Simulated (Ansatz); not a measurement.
Results of PBE-D3(BJ) (Ansatz, an electronic-structure program, PAW) for antifluorite K2S.

Run with plane-wave cutoff 520 eV, 8×8×8 k mesh, Fermi–Dirac smearing 0.01 eV, scalar-relativistic PAW data made under PBE.

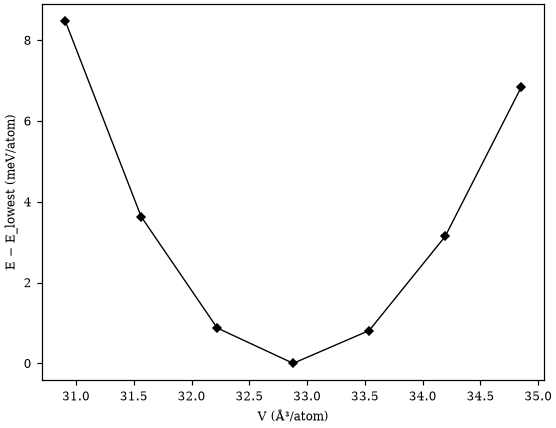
Fig. 1. Total energy against volume

Question: From the curve, estimate the equilibrium volume and the bulk modulus.

Answer: V0 ≈ 32.9 Å³/atom and B0 ≈ 21 GPa; the fit gives V0 = 32.880 Å³/atom, B0 = 20.5 GPa, B′ = 4.4.

Measured, for comparison: equilibrium volume per atom 33.65 Å³/atom (temperature not stated, no zero-point or thermal correction; as tabulated in Syrotyuk et al. (2015), arXiv:1510.06546). Computed (rounded) less measured: equilibrium volume per atom -2.3 %.

The computed numbers hold no vibrational or temperature effects.

It cost around 28 core-seconds (rough) of CPU time.
